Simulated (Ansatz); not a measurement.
A ladder of methods for SiH2OF (SMILES O[SiH]F)

SiH2OF has 5 atoms, charge 0, and is taken as a doublet. SMILES: `O[SiH]F`. The coordinates come from a PBE0-D4/def2-TZVP relaxation. This is one conformer, not always the lowest.

```xyz
5

O    -0.6152   -0.8846   -0.2763
Si    0.2839    0.2457    0.4931
F     0.2070    1.6465   -0.2831
H    -1.5645   -0.7651   -0.3380
H     1.6888   -0.2426    0.4044
```

Quantity: the energy change with the O1–Si2 bond stretched from 1.636 to 2.455 Å, in eV. The values are calculated.

```tsv
level	kind	program	value (eV)	less FCI/STO-3G	CPU time (all runs)
UHF/STO-3G	Hartree–Fock	Ansatz	2.31	-0.12	0.46 s
UPBE/STO-3G	GGA	Ansatz	2.45	+0.02	4.3 s
U-r2SCAN0/STO-3G	hybrid meta-GGA	Ansatz	2.85	+0.42	12 s
U-wB97M-V/STO-3G	range-separated hybrid	Ansatz	2.85	+0.42	68 s
RPA@PBE/STO-3G	RPA	Ansatz	2.22	-0.21	5.1 s
UBCCD(T)/STO-3G	coupled cluster or CI	Ansatz	2.45	+0.02	1.3 s
UCCSD/STO-3G	coupled cluster or CI	Ansatz	2.47	+0.04	1 s
FCI/STO-3G	exact in the basis	Ansatz	2.43	0.00	51 s
```

FCI/STO-3G is exact within its basis and frozen core, so for wave-function methods in that basis the difference is their error; functionals converge differently with the basis, so for them it is only a difference. The first shape isn't each level's own minimum. The values span 2.22 to 2.85 eV. Spin contamination of the reference (⟨S²⟩ at least 0.1 too high) touches UHF/STO-3G, UBCCD(T)/STO-3G, UCCSD/STO-3G. All rows use very small basis sets, so even the best lies far from the true value. CPU times are rough (shared hosts, several kinds of processor): they show what a rung costs within a factor of a few.

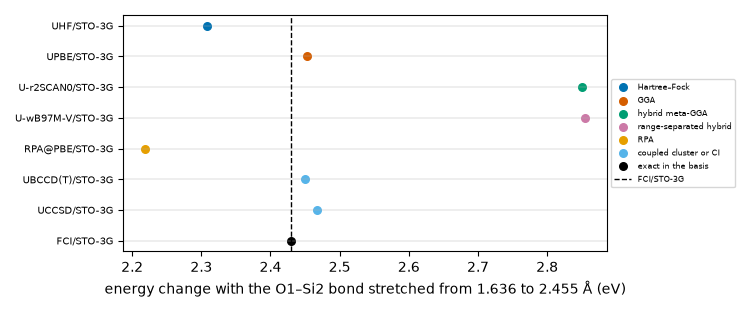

The values of the table, level by level.
